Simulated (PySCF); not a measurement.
# CH4AlN (SMILES C#[N+][AlH3-]): levels of theory compared

Wanted: a comparison of 5 runs (HF/def2-SVP, B3LYP/6-31G*, wB97X/def2-SVPD, PBE0/pcseg-2) of CH4AlN. The job is set up through a Python script.

Program for the calculation: PySCF 2.14.0.

## 1. The structure to begin with

CH4AlN has 7 atoms, charge 0, and is taken as a singlet. SMILES: `C#[N+][AlH3-]`. The shape comes from GFN2-xTB, which is rough for such elements, and wasn't checked as a minimum.

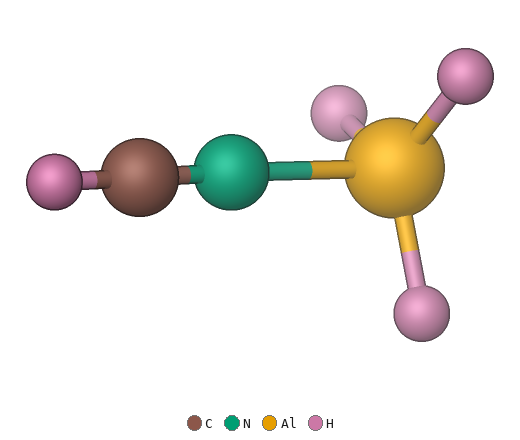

The structure, seen from a chosen angle (carbon brown, nitrogen teal, aluminium amber, hydrogen pink).

## 2. Energy and gradient at HF/def2-SVP (run 1)

Contents of run.py:

```python
# C#[N+][AlH3-]
import pyscf.grad
from pyscf import gto, scf

mol = gto.M(
    atom='''
C     -0.725960    -1.719500     0.228770
N     -0.304390    -0.672260     0.076330
Al     0.484780     1.150880    -0.155310
H     -1.120610    -2.692910     0.372220
H     -0.078600     1.420840    -1.589300
H     -0.233890     1.806040     1.070950
H      1.978670     0.706910    -0.003660
''',
    verbose=4,
    charge=0,
    max_memory=1860,
    basis='def2-svp',
)

hf = scf.RHF(mol)
hf.conv_tol = 1e-10
hf.kernel()
if not hf.converged:
    hf = hf.newton().run(hf.mo_coeff, hf.mo_occ)

etot = hf.e_tot
print('E(%s) = %.9f' % ('HF', etot))
grad = hf.Gradients().kernel()
hf.analyze()
```

Command:

```sh
$ OMP_NUM_THREADS=1 python run.py
```

What it wrote:

```text
PySCF version 2.14.0

[... 76 lines left out ...]
Nuclear Repulsion Energy =              83.929207907662089
[... 8 lines left out ...]
MO #3   energy= -11.3832070695736  occ= 2
[... 6 lines left out ...]
MO #10  energy= -0.742904424625041 occ= 2
[... 6 lines left out ...]
MO #17  energy= 0.107661204125519  occ= 0
[... 6 lines left out ...]
MO #24  energy= 0.363187161671779  occ= 0
[... 6 lines left out ...]
MO #31  energy= 0.682986514561929  occ= 0
[... 6 lines left out ...]
MO #38  energy= 1.07746301857999   occ= 0
[... 6 lines left out ...]
MO #45  energy= 1.51295171117128   occ= 0
[... 6 lines left out ...]
MO #52  energy= 1.92049225622092   occ= 0
[... 6 lines left out ...]
MO #59  energy= 2.4824991609876    occ= 0
[... 6 lines left out ...]
MO #66  energy= 4.05239942831534   occ= 0
[... 37 lines left out ...]
pop of  2 Al 3px          0.63169
pop of  2 Al 3py          0.31922
pop of  2 Al 3pz          0.70152
pop of  2 Al 4px          0.00746
pop of  2 Al 4py          0.00394
pop of  2 Al 4pz          0.00825
pop of  2 Al 3dxy         0.00361
pop of  2 Al 3dyz         0.00248
pop of  2 Al 3dz^2        0.00773
pop of  2 Al 3dxz         0.00592
pop of  2 Al 3dx2-y2      0.00419
pop of  3 H 1s            0.77888
pop of  3 H 2s            0.01902
pop of  3 H 2px           0.00040
pop of  3 H 2py           0.00236
pop of  3 H 2pz           0.00006
pop of  4 H 1s            1.22242
pop of  4 H 2s            0.00063
pop of  4 H 2px           0.00047
pop of  4 H 2py           0.00013
pop of  4 H 2pz           0.00266
pop of  5 H 1s            1.22296
pop of  5 H 2s            0.00065
pop of  5 H 2px           0.00071
pop of  5 H 2py           0.00058
pop of  5 H 2pz           0.00195
pop of  6 H 1s            1.22297
pop of  6 H 2s            0.00066
pop of  6 H 2px           0.00286
pop of  6 H 2py           0.00026
pop of  6 H 2pz           0.00012
 ** Mulliken atomic charges  **
charge of    0C =      0.15253
charge of    1N =     -0.08637
charge of    2Al =      0.41461
charge of    3H =      0.19928
charge of    4H =     -0.22632
charge of    5H =     -0.22686
charge of    6H =     -0.22687
Dipole moment(X, Y, Z, Debye): -2.67995, -6.40572,  0.86667
```

It took 3.3 s on 1 thread of Intel Xeon 6975P-C (Granite Rapids), shared host; peak memory 0.14 GiB.

## 3. Energy and gradient at B3LYP/6-31G(d) (spherical functions) (run 2)

Contents of input.py:

```python
# C#[N+][AlH3-]
from pyscf import gto, dft

mol = gto.Mole()
mol.atom = '''
C     -1.371866    -3.249384     0.432313
N     -0.575214    -1.270387     0.144243
Al     0.916101     2.174848    -0.293493
H     -2.117646    -5.088862     0.703394
H     -0.148532     2.684998    -3.003342
H     -0.441988     3.412921     2.023802
H      3.739144     1.335866    -0.006916
'''
mol.spin = 0
mol.max_memory = 1860
mol.charge = 0
mol.basis = '6-31g*'
mol.unit = 'bohr'
mol.verbose = 4
mol.build()

ks = dft.RKS(mol, xc='b3lyp')
ks.conv_tol = 1e-10
ks.grids.level = 5
ks.kernel()
if not ks.converged:
    ks = ks.newton().run(ks.mo_coeff, ks.mo_occ)

e_final = ks.e_tot
print('Final energy', e_final)
grad = ks.nuc_grad_method().kernel()
ks.analyze()
```

Command:

```sh
$ OMP_NUM_THREADS=1 python input.py
```

What it wrote:

```text
PySCF version 2.14.0

[... 74 lines left out ...]
Final energy -337.64913124101383
[... 20 lines left out ...]
DFT Exchange-Correlation Energy =      -32.439913969441058
[... 7 lines left out ...]
MO #6   energy= -2.63234140335754  occ= 2
[... 5 lines left out ...]
MO #12  energy= -0.438799615702755 occ= 2
[... 5 lines left out ...]
MO #18  energy= 0.0190678294398174 occ= 0
[... 5 lines left out ...]
MO #24  energy= 0.241728837113912  occ= 0
[... 5 lines left out ...]
MO #30  energy= 0.518996477617844  occ= 0
[... 5 lines left out ...]
MO #36  energy= 0.824699794174631  occ= 0
[... 5 lines left out ...]
MO #42  energy= 1.13119227738296   occ= 0
[... 5 lines left out ...]
MO #48  energy= 1.50950949241995   occ= 0
[... 5 lines left out ...]
MO #54  energy= 3.02328807365004   occ= 0
[... 25 lines left out ...]
pop of  1 N 3dxy          0.00313
pop of  1 N 3dyz          0.00206
pop of  1 N 3dz^2         0.00145
pop of  1 N 3dxz          0.00032
pop of  1 N 3dx2-y2       0.00331
pop of  2 Al 1s           2.00000
pop of  2 Al 2s           1.99978
pop of  2 Al 3s           0.96813
pop of  2 Al 4s           0.00373
pop of  2 Al 2px          1.99986
pop of  2 Al 2py          1.99981
pop of  2 Al 2pz          1.99987
pop of  2 Al 3px          0.67313
pop of  2 Al 3py          0.34831
pop of  2 Al 3pz          0.74601
pop of  2 Al 4px          0.00704
pop of  2 Al 4py          0.00403
pop of  2 Al 4pz          0.00773
pop of  2 Al 3dxy         0.00381
pop of  2 Al 3dyz         0.00247
pop of  2 Al 3dz^2        0.00794
pop of  2 Al 3dxz         0.00641
pop of  2 Al 3dx2-y2      0.00413
pop of  3 H 1s            0.77601
pop of  3 H 2s            0.01644
pop of  4 H 1s            1.15945
pop of  4 H 2s            0.00044
pop of  5 H 1s            1.15974
pop of  5 H 2s            0.00044
pop of  6 H 1s            1.15961
pop of  6 H 2s            0.00044
 ** Mulliken atomic charges  **
charge of    0C =      0.08492
charge of    1N =     -0.03017
charge of    2Al =      0.21782
charge of    3H =      0.20755
charge of    4H =     -0.15988
charge of    5H =     -0.16018
charge of    6H =     -0.16005
Dipole moment(X, Y, Z, Debye): -2.40311, -5.74655,  0.77957
```

Wall time 11 s (1 thread of Intel Xeon 6975P-C (Granite Rapids), shared host); peak memory 0.55 GiB.

Runs 3 to 4 aren't shown in full; the table further down has their settings and results.

## 4. Energy and forces at PBE0/pcseg-2 (run 5)

Contents of input.py:

```python
from pyscf import gto, dft

molecule = gto.M(
    atom='''
C   -0.725960  -1.719500   0.228770
N   -0.304390  -0.672260   0.076330
Al   0.484780   1.150880  -0.155310
H   -1.120610  -2.692910   0.372220
H   -0.078600   1.420840  -1.589300
H   -0.233890   1.806040   1.070950
H    1.978670   0.706910  -0.003660
''',
    max_memory=1860,
    basis='pcseg-2',
    verbose=4,
    charge=0,
)

myscf = dft.RKS(molecule)
myscf.xc = 'pbe0'
myscf.grids.level = 5
myscf.conv_tol = 1e-10
myscf.kernel()
if not myscf.converged:
    myscf = myscf.newton().run(myscf.mo_coeff, myscf.mo_occ)

e_tot = myscf.e_tot
print('E = %.10f Eh' % e_tot)
grad = myscf.nuc_grad_method().kernel()
myscf.analyze()
```

Command:

```sh
$ OMP_NUM_THREADS=1 python input.py
```

What it wrote:

```text
PySCF version 2.14.0

[... 90 lines left out ...]
Nuclear Repulsion Energy =              83.929207907662089
[... 15 lines left out ...]
MO #10  energy= -0.555158860861356 occ= 2
[... 13 lines left out ...]
MO #24  energy= 0.152515585736391  occ= 0
[... 13 lines left out ...]
MO #38  energy= 0.539951679552508  occ= 0
[... 13 lines left out ...]
MO #52  energy= 0.931078070860766  occ= 0
[... 13 lines left out ...]
MO #66  energy= 1.38949597313851   occ= 0
[... 13 lines left out ...]
MO #80  energy= 2.03799246826319   occ= 0
[... 13 lines left out ...]
MO #94  energy= 3.21281091349547   occ= 0
[... 13 lines left out ...]
MO #108 energy= 3.89812400494801   occ= 0
[... 13 lines left out ...]
MO #122 energy= 4.3143649237951    occ= 0
[... 13 lines left out ...]
MO #136 energy= 4.99422423587675   occ= 0
[... 13 lines left out ...]
MO #150 energy= 10.701593539847    occ= 0
[... 121 lines left out ...]
pop of  4 H 3dz^2         0.00013
pop of  4 H 3dxz          0.00008
pop of  4 H 3dx2-y2       0.00000
pop of  5 H 1s            1.15985
pop of  5 H 2s            0.00073
pop of  5 H 3s            0.00165
pop of  5 H 2px           0.00089
pop of  5 H 2py           0.00090
pop of  5 H 2pz           0.00248
pop of  5 H 3px           0.00004
pop of  5 H 3py           0.00001
pop of  5 H 3pz           0.00004
pop of  5 H 3dxy          0.00002
pop of  5 H 3dyz          0.00007
pop of  5 H 3dz^2         0.00004
pop of  5 H 3dxz          0.00010
pop of  5 H 3dx2-y2       0.00000
pop of  6 H 1s            1.15971
pop of  6 H 2s            0.00074
pop of  6 H 3s            0.00166
pop of  6 H 2px           0.00379
pop of  6 H 2py           0.00027
pop of  6 H 2pz           0.00020
pop of  6 H 3px           0.00003
pop of  6 H 3py           0.00001
pop of  6 H 3pz           0.00005
pop of  6 H 3dxy          0.00005
pop of  6 H 3dyz          0.00000
pop of  6 H 3dz^2         0.00006
pop of  6 H 3dxz          0.00001
pop of  6 H 3dx2-y2       0.00011
 ** Mulliken atomic charges  **
charge of    0C =      0.08355
charge of    1N =     -0.04105
charge of    2Al =      0.24120
charge of    3H =      0.21633
charge of    4H =     -0.16652
charge of    5H =     -0.16682
charge of    6H =     -0.16669
Dipole moment(X, Y, Z, Debye): -2.39693, -5.73703,  0.77945
```

It took 59 s on 1 thread of Intel Xeon 6975P-C (Granite Rapids), shared host; peak memory 1.8 GiB.

## 5. Overview of the runs

```csv
run,level,integration grid,Cartesian functions,energy (Eh),dipole moment (D),HOMO energy (eV),LUMO energy (eV),wall time
1,HF/def2-SVP,–,no,-336.378467,7.00,-10.52,2.93,3.3 s
2,B3LYP/6-31G* (spherical functions),5,no,-337.649131,6.28,-7.25,-1.31,11 s
3,B3LYP/6-31G* (Cartesian functions),5,yes,-337.652596,6.27,-7.25,-1.31,9.3 s
4,wB97X/def2-SVPD,5,no,-337.466013,6.50,-9.92,0.82,27 s
5,PBE0/pcseg-2,5,no,-337.455121,6.27,-7.52,-1.49,59 s
```

## 6. What came out

| quantity | value |
| --- | --- |
| run 5: total energy | -337.45512 Eh |
| run 5: dipole moment | 6.27 D |
| run 5: HOMO energy | -7.52 eV |
| run 5: LUMO energy | -1.49 eV |
| run 5: HOMO–LUMO gap | 6.03 eV |
| run 5: largest force on an atom | 0.457 eV/Å |

**Reading.** The dipole moment (its size) runs from 6.27 D (PBE0/pcseg-2) to 7.00 D (HF/def2-SVP). The two ends differ in method and basis. The HOMO–LUMO gap runs from 5.94 eV (B3LYP/6-31G*) to 13.45 eV (HF/def2-SVP). Totals of different functionals can't be ranked against each other. All runs together took 1.8 min, the longest 59 s.
